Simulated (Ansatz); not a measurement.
**RPA@PBE/def2-SVP run of C2H6BFO (SMILES COB(C)F)**

Aim: the vertical singlet–triplet gap of C2H6BFO at RPA@PBE/def2-SVP, from 2 runs. 

Program for the calculation: Ansatz 0.2.0.

112 further runs of the same task are left out: 112 set aside as unsound or not needed.

## 1. Starting point

C2H6BFO has 11 atoms, charge 0, and is taken as a singlet. As SMILES, `COB(C)F`. The coordinates come from a PBE0-D4/def2-TZVP relaxation. This is one conformer, not always the lowest.

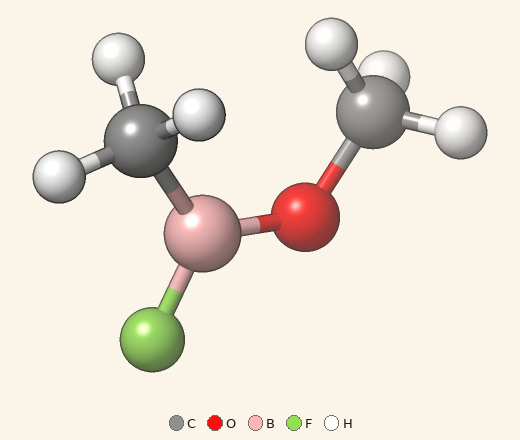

The structure, seen from a chosen angle (carbon grey, oxygen red, boron pink, fluorine green, hydrogen white).

## 2. The energy at RPA@PBE/def2-SVP

job.yaml

```yaml
crystal:
  periodic: [false, false, false]
  atoms:
    - {symbol: C, position_ang: [-1.364400, 0.711100, 0.538500]}
    - {symbol: O, position_ang: [-0.241000, 1.227800, -0.135300]}
    - {symbol: B, position_ang: [0.818600, 0.482700, -0.508900]}
    - {symbol: C, position_ang: [0.993200, -1.057900, -0.270600]}
    - {symbol: F, position_ang: [1.779200, 1.165200, -1.136000]}
    - {symbol: H, position_ang: [-1.458500, 1.207100, 1.506900]}
    - {symbol: H, position_ang: [-2.259100, 0.924300, -0.050000]}
    - {symbol: H, position_ang: [-1.294000, -0.367700, 0.698100]}
    - {symbol: H, position_ang: [0.947600, -1.307000, 0.794000]}
    - {symbol: H, position_ang: [1.947400, -1.412800, -0.660100]}
    - {symbol: H, position_ang: [0.196300, -1.629800, -0.756000]}
basis:
  gaussian:
    orbitals: def2-SVP
hamiltonian:
  xc: pbe
correlation:
  method: rpa
  frozen_orbitals: {B: 1, C: 1, F: 1, H: 0, O: 1}
accuracy: high
```

Run with:

```sh
ansatz run job.yaml --threads 1 --pin off --max-ram 3480MiB --events-out events.jsonl --progress --plain --runs-dir runs
```

Output:

```text
Warning: RAYON_NUM_THREADS=1 ignored (pool sized by the plan → 1); use --threads N
Functional definition: PBE
  name "PBE"
  parameter kappa = 0.804
  parameter beta = 0.06672455060314922
  exchange = pbe_x(kappa = kappa, mu = beta*pi^2/3)
  correlation = pbe_c(beta = beta)
2429 factors; integrals over basis functions are off by at most 8.1e-9 eV
mean field evaluation 1: about -7589.9462 eV, gradient 6.9e1 eV
mean field evaluation 2: about -7589.9442 eV, gradient 6.9e1 eV
mean field evaluation 4: about -7599.4943 eV, gradient 2.2e1 eV
mean field evaluation 8: about -7600.4067 eV, gradient 7.7e-1 eV
mean field evaluation 16: about -7600.4068 eV, gradient 7.8e-5 eV
mean field -7600.40676878 eV, -279.3097970121 hartree, gradient 2.1e-8 eV, S^2 0.000000; 0 other end points of the search recorded, 0 dependent functions left out
5 core orbitals not correlated: weight in the atoms' cores, before any rotation towards them, 1.000 or more for the frozen orbitals, at most 0.000 for the correlated occupied ones
reference -7566.94451609 eV, -278.0800819072 hartree; 15, 15 occupied and 80, 80 virtual orbitals, 2429 factors
Total energy: -7598.64174574 eV, -279.2449336116 hartree
```

It took 5.4 s on 1 thread of AMD EPYC 9R45 (Zen 5), shared host; peak memory 0.44 GiB.

## 3. The triplet, same level

job.yaml, as its differences from that of step 2:

```diff
@@ -17,4 +17,7 @@
     orbitals: def2-SVP
+magnetization:
+  spin_polarized: true
+  initial_magnetization: 2
 hamiltonian:
-  xc: pbe
+  xc: {name: PBE}
 correlation:
```

Run with:

```sh
ansatz run job.yaml --threads 1 --pin off --max-ram 3480MiB --events-out events.jsonl --progress --plain --runs-dir runs
```

Output (excerpt; [...] marks lines left out):

```text
Warning: RAYON_NUM_THREADS=1 ignored (pool sized by the plan → 1); use --threads N
Functional definition: PBE
  name "PBE"
[...]
2429 factors; integrals over basis functions are off by at most 8.1e-9 eV
[...]
mean field -7593.12832536 eV, -279.0423191499 hartree, gradient 1.7e-8 eV, S^2 2.002538; 10 other end points of the search recorded, 0 dependent functions left out
5 core orbitals not correlated: weight in the atoms' cores, before any rotation towards them, 1.000 or more for the frozen orbitals, at most 0.000 for the correlated occupied ones
reference -7557.74078739 eV, -277.7418511159 hartree; 16, 14 occupied and 79, 81 virtual orbitals, 2429 factors
Total energy: -7590.77630058 eV, -278.9558838334 hartree
```

Run time: 22 s. Hardware: 1 thread of AMD EPYC 9R45 (Zen 5), shared host; peak memory 0.64 GiB.

## 4. Outcome

At RPA@PBE/def2-SVP, 5 core orbitals frozen:

| quantity | value |
| --- | --- |
| singlet: total energy | -279.24493 Eh |
| singlet: RPA correlation energy (valence) | -1164.9 mEh |
| triplet: total energy | -278.95588 Eh |
| triplet: RPA correlation energy (valence) | -1214.0 mEh |
| triplet: ⟨S²⟩ of the reference determinant | 2.003 |
| vertical energy of the triplet above the singlet | 7.865 eV |

At this shape the triplet lies 7.87 eV (181 kcal/mol) above the singlet.
